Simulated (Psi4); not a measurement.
# A workflow on BNH6 (SMILES [BH3-][NH3+])

We compute a structure relaxation (r2SCAN/6-31G*), then vibrational wavenumbers, then a single-point energy (MP2/def2-TZVPP) of BNH6. 

Program for the calculation: Psi4 1.11.

### 1 The system as given

The species is BNH6 (8 atoms), meant as a singlet with charge 0. As SMILES, `[BH3-][NH3+]`. The shape is that of a PBE0-D4/def2-TZVP (4 decimals) optimisation. The run starts from this shape.

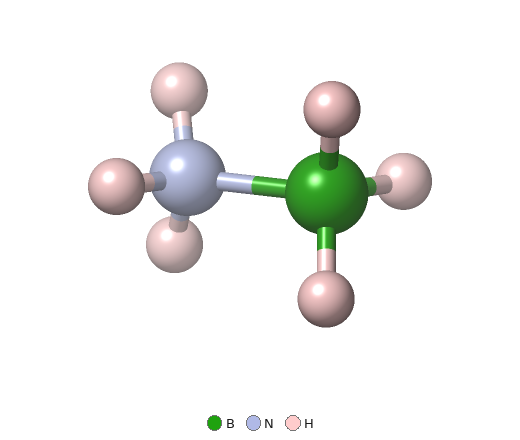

The structure, seen from a chosen angle (boron green, nitrogen light blue, hydrogen pink).

### 2 A geometry optimisation at r2SCAN/6-31G(d) (density fitting, Cartesian functions) (run 1)

Input file bh6n.sdf:

```

     RDKit          3D

  8  7  0  0  0  0  0  0  0  0999 V2000
   -0.1913    0.2508   -0.7754 B   0  0  0  0  0  0  0  0  0  0  0  0
    0.2065   -0.2551    0.7317 N   0  0  0  0  0  0  0  0  0  0  0  0
   -0.0782   -0.7284   -1.4810 H   0  0  0  0  0  0  0  0  0  0  0  0
   -1.3326    0.6497   -0.6872 H   0  0  0  0  0  0  0  0  0  0  0  0
    0.6044    1.1266   -1.0384 H   0  0  0  0  0  0  0  0  0  0  0  0
    0.1408    0.5070    1.3987 H   0  0  0  0  0  0  0  0  0  0  0  0
    1.1566   -0.6113    0.7553 H   0  0  0  0  0  0  0  0  0  0  0  0
   -0.4140   -0.9965    1.0405 H   0  0  0  0  0  0  0  0  0  0  0  0
  2  1  1  0
  3  1  1  0
  4  1  1  0
  5  1  1  0
  6  2  1  0
  7  2  1  0
  8  2  1  0
M  CHG  2   1  -1   2   1
M  END
$$$$
```

Input file bh6n.py:

```python
import psi4
from rdkit import Chem

psi4.set_memory('1600 MB')
psi4.set_num_threads(1)
psi4.core.set_output_file('bh6n.out', False)

rd = Chem.SDMolSupplier('bh6n.sdf', removeHs=False, sanitize=False)[0]
xyz = rd.GetConformer().GetPositions()
atoms = '\n'.join(f'{a.GetSymbol()} {x:.4f} {y:.4f} {z:.4f}' for a, (x, y, z) in zip(rd.GetAtoms(), xyz))
m = psi4.geometry('0 1\n' + atoms + '')

options = {'basis': '6-31G*', 'geom_maxiter': 60}
psi4.set_options(options)

energy_value = psi4.optimize("r2scan")
print('E =', round(energy_value, 9))
print(m.to_string(dtype='xyz', units='Angstrom'))
```

Command:

```sh
$ python bh6n.py
```

bh6n.out:

```text
[...]
  Running in c1 symmetry.
[...]
  Nuclear repulsion =   40.754562783001887
[...]
  Multiplicity = 1
[...]
  Nalpha       = 9
  Nbeta        = 9
[...]
    Number of basis functions: 42
[...]
   @DF-RKS iter   1:   -82.92352218990332   -2.49886e-01   1.55060e-02 DIIS/ADIIS
[...]
   @DF-RKS iter   6:   -83.14287253595947   -6.25278e-12   4.75581e-09 DIIS
[...]
    Orbital Energies [Eh]
    ---------------------
    Doubly Occupied:
       1A    -14.257163     2A     -6.552403     3A     -0.913897
       4A     -0.515000     5A     -0.514998     6A     -0.471736
       7A     -0.316053     8A     -0.235959     9A     -0.235957
[...]
  @DF-RKS Final Energy:   -83.14287253595947
   => Energetics <=
    Nuclear Repulsion Energy =             40.4928513296420931
    One-Electron Energy =                -190.6434775091653364
    Two-Electron Energy =                  80.1473364552869327
    DFT Exchange-Correlation Energy =     -13.1395828117231641
    Empirical Dispersion Energy =           0.0000000000000000
    VV10 Nonlocal Energy =                  0.0000000000000000
    Total Energy =                        -83.1428725359594694
[...]
  -Total Gradient:
     Atom            X                  Y                   Z
    ------   -----------------  -----------------  -----------------
       1        0.000022870743    -0.000028031497     0.000086058735
       2       -0.000092715962     0.000116831271    -0.000353828693
       3       -0.000014528820     0.000009985149    -0.000073345362
       4       -0.000029774934     0.000028008947    -0.000064345147
       5       -0.000004263165     0.000033381464    -0.000069295927
       6       -0.000002832487     0.000031544262     0.000020911329
       7        0.000034804376    -0.000011688623    -0.000003206605
       8       -0.000023923330    -0.000026146644     0.000009037650
[...]
```

The script printed:

```text
Some dependencies such as QCElemental have not yet finished migration to pydantic v2. If issues are encountered please downgrade pydantic or upgrade QCElemental as appropriate
	Unable to completely converge to displaced geometry.
	RMS(dx):  1.048e-06 	Max(dx):  1.823e-06 	RMS(dq):  5.934e-06
	Previous geometry is closer to target in internal coordinates, so using that one.

	Best geometry has RMS(Delta(q)) = 5.80e-06

Optimizer: Optimization complete!
E = -83.142872536
8
0 1 BH6N
B                    -0.221895016232     0.282186824819    -0.840620393378
N                     0.180310060168    -0.229303215435     0.683081213860
H                    -0.105801907351    -0.704863552575    -1.538116916099
H                    -1.364908096639     0.679483722919    -0.741055533718
H                     0.580293030784     1.157715384013    -1.094032764119
H                     0.114979920116     0.533866562701     1.356842803036
H                     1.134994508020    -0.587687952710     0.711108313389
H                    -0.440906024466    -0.975054765291     0.997075419428
```

Run time: 38 s. Hardware: 1 thread of Intel Xeon Platinum 8259CL at 2.50GHz (Skylake/Cascade Lake), shared host; peak memory 0.81 GiB.

The path in brief:

| step | energy from the first frame kept (eV) | largest force (eV/Å) |
| --- | --- | --- |
| 0 | 0.0000 | 0.2465 |
| 1 | -0.0041 | 0.1319 |
| 2 | -0.0044 | 0.0462 |
| 3 | -0.0045 | 0.0197 |

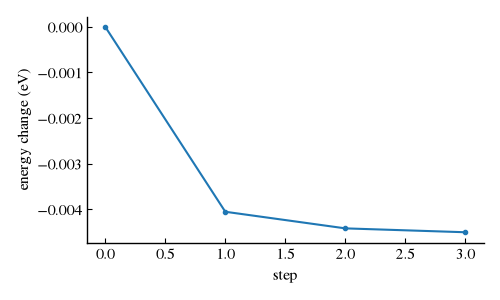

Energy along the run.

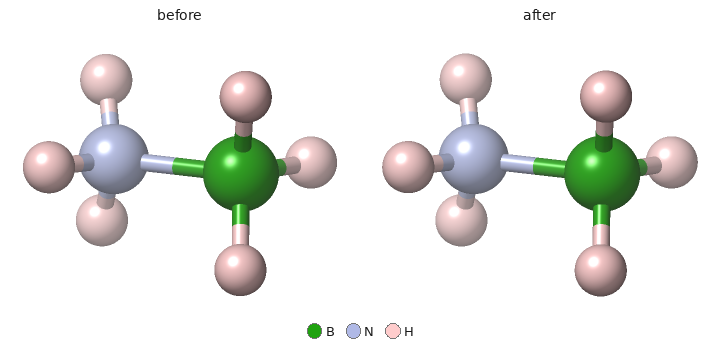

Before and after, at one scale.

After the run. Bond lengths: B1–N2 1.657 Å, B1–H3 1.214 Å, B1–H4 1.214 Å, B1–H5 1.214 Å, N2–H6 1.020 Å, N2–H7 1.020 Å, N2–H8 1.020 Å. Some angles: B1–N2–H6 111.2°, B1–N2–H7 111.2°, B1–N2–H8 111.2°, N2–B1–H3 104.7°, N2–B1–H4 104.7°, N2–B1–H5 104.7°, H6–N2–H7 107.7°, H6–N2–H8 107.7°, H7–N2–H8 107.7°, H3–B1–H4 113.8°.

### 3 Vibrational wavenumbers at r2SCAN/6-31G(d) (density fitting, Cartesian functions) (run 2)

Input file calc.dat:

```
memory 1600 MB

molecule {
  0 1
  B     -0.194104     0.254357    -0.785975
  N      0.208101    -0.257133     0.737726
  H     -0.078011    -0.732693    -1.483472
  H     -1.337118     0.651654    -0.686410
  H      0.608084     1.129886    -1.039388
  H      0.142771     0.506037     1.411488
  H      1.162785    -0.615517     0.765753
  H     -0.413115    -1.002884     1.051720
  units angstrom
}

set globals {
  basis                      6-31G*
  t                          298.15
  rotational_symmetry_number 3
}

E = frequencies("r2scan")
print_variables()
```

Command:

```sh
$ psi4 calc.dat calc.out -n 1
```

calc.out:

```text
[...]
  Running in c1 symmetry.
[...]
  Nuclear repulsion =   40.492856907192731
[...]
  Multiplicity = 1
[...]
  Nalpha       = 9
  Nbeta        = 9
[...]
    Number of basis functions: 42
[...]
   @DF-RKS iter   1:   -82.92687629476261   -2.73021e-01   1.53733e-02 DIIS/ADIIS
[...]
   @DF-RKS iter   9:   -83.14287765593264   -1.88152e-11   7.18226e-09 DIIS
[...]
  @DF-RKS Final Energy:   -83.14287765593264
   => Energetics <=
    Nuclear Repulsion Energy =             40.4950536420860772
    One-Electron Energy =                -190.6473726556006909
    Two-Electron Energy =                  80.1492450077237919
    DFT Exchange-Correlation Energy =     -13.1398036501418076
    Empirical Dispersion Energy =           0.0000000000000000
    VV10 Nonlocal Energy =                  0.0000000000000000
    Total Energy =                        -83.1428776559326366
[...]
  -Total Gradient:
     Atom            X                  Y                   Z
    ------   -----------------  -----------------  -----------------
       1       -0.000108662088    -0.000062173593     0.000110782253
       2       -0.000474959916    -0.000181117827    -0.000222907281
       3       -0.000009934029     0.000011319967    -0.000071949693
       4       -0.000029119765     0.000038227281    -0.000092211070
       5        0.000009399832     0.000027693707    -0.000045327188
       6        0.000164721108     0.000077807841    -0.000007430931
       7        0.000053743647     0.000002547625     0.000160591937
       8        0.000282560777     0.000233021483    -0.000277508138
[...]
  ==> Harmonic Vibrational Analysis <==
[...]
  Freq [cm^-1]                 278.2108            646.6361            647.1660
[...]
  Freq [cm^-1]                 670.3477           1075.7094           1075.9341
[...]
```

The script printed:

```text
Warning: used thermodynamics relations inappropriate for low-frequency modes: ['278.2108']
```

It took 6.8 min on 1 thread of Intel Xeon Platinum 8259CL at 2.50GHz (Skylake/Cascade Lake), shared host; peak memory 0.76 GiB.

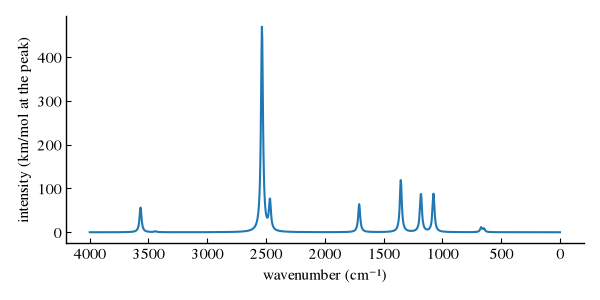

Harmonic infrared spectrum, unscaled, lines broadened by 10 cm⁻¹.

### 4 A single-point energy at MP2/def2-TZVPP (density fitting, density fitting for correlation) (run 3)

Input file calc.py:

```python
import psi4

psi4.set_memory(1600000000)
psi4.set_num_threads(1)
psi4.core.set_output_file('run.log', False)

molecule = psi4.geometry("""
0 1
B
N 1 1.656821
H 1 1.214186 2 104.72166
H 1 1.214182 3 113.77326 2 -113.75708
H 1 1.214197 4 113.77319 3 132.48349
H 2 1.020123 1 111.15557 4 -60.00263
H 2 1.020121 6 107.73481 1 122.00955
H 2 1.020121 7 107.73518 6 -115.97941
symmetry c1
""")

psi4.set_options({
    'basis': 'def2-TZVPP',
    'reference': 'rhf',
    'num_frozen_docc': 2,
})

E = psi4.energy('mp2')
print(f'total energy {E:.8f} hartree = {E * 27.211386:.5f} eV')
```

Command:

```sh
$ python calc.py
```

run.log:

```text
[...]
  Running in c1 symmetry.
[...]
  Nuclear repulsion =   40.492856224935771
[...]
  Multiplicity = 1
[...]
  Nalpha       = 9
  Nbeta        = 9
[...]
    Number of basis functions: 146
[...]
   @DF-RHF iter   1:   -82.55397032759141   -5.68430e-01   2.76233e-03 DIIS/ADIIS
[...]
   @DF-RHF iter  10:   -82.65478617343085   -7.83018e-12   2.61265e-09 DIIS
[...]
    Orbital Energies [Eh]
    ---------------------
    Doubly Occupied:
       1A    -15.640412     2A     -7.526569     3A     -1.243705
       4A     -0.721956     5A     -0.721955     6A     -0.708848
       7A     -0.510084     8A     -0.413961     9A     -0.413960
[...]
  @DF-RHF Final Energy:   -82.65478617343085
   => Energetics <=
    Nuclear Repulsion Energy =             40.4928562249357711
    One-Electron Energy =                -190.4923837691003996
    Two-Electron Energy =                  67.3447413707337859
    Total Energy =                        -82.6547861734308498
[...]
 Multipole Moments:
 ------------------------------------------------------------------------------------
     Multipole            Electronic (a.u.)      Nuclear  (a.u.)        Total (a.u.)
 ------------------------------------------------------------------------------------
 L = 1.  Multiply by 2.5417464519 to convert [e a0] to [Debye]
 Dipole X            :         -0.0000027           -0.0000015           -0.0000042
 Dipole Y            :         -0.0000054           -0.0000074           -0.0000128
 Dipole Z            :          1.5842678            0.5553906            2.1396584
 Magnitude           :                                                    2.1396584
[...]
```

The script printed:

```text
total energy -83.02182227 hartree = -2259.13885 eV
```

Run time: 4.2 s. Hardware: 1 thread of Intel Xeon Platinum 8259CL at 2.50GHz (Skylake/Cascade Lake), shared host; peak memory 0.25 GiB.

### 5 Summary of results

| quantity | value |
| --- | --- |
| run 1, r2SCAN/6-31G*: total energy at the end | -83.14287 Eh |
| run 1, r2SCAN/6-31G*: dipole moment | 5.66 D |
| run 1, r2SCAN/6-31G*: HOMO energy | -6.42 eV |
| run 1, r2SCAN/6-31G*: LUMO energy | 0.90 eV |
| run 1, r2SCAN/6-31G*: HOMO–LUMO gap | 7.33 eV |
| run 2, r2SCAN/6-31G*: lowest harmonic wavenumber | 278 cm⁻¹ |
| run 2, r2SCAN/6-31G*: highest harmonic wavenumber | 3568 cm⁻¹ |
| run 2, r2SCAN/6-31G*: zero-point energy | 184.5 kJ/mol |
| run 2, r2SCAN/6-31G*: ideal-gas entropy at 298.15 K (symmetry number 3 as used) | 57.2 cal/(mol K) |
| run 3, MP2/def2-TZVPP: total energy | -83.02182 Eh |
| run 3, MP2/def2-TZVPP: HOMO energy (Hartree–Fock orbitals) | -11.26 eV |
| run 3, MP2/def2-TZVPP: LUMO energy (Hartree–Fock orbitals) | 2.49 eV |
| run 3, MP2/def2-TZVPP: HOMO–LUMO gap (Hartree–Fock orbitals) | 13.76 eV |
| run 3, MP2/def2-TZVPP: correlation energy (2 core orbitals frozen) | -367.0 mEh |

In words: The optimisation (run 1, r2SCAN/6-31G*) took 4 steps and changed the energy by -0.005 eV. All 18 modes (run 2, r2SCAN/6-31G*) are real, so the shape is a minimum at this level.
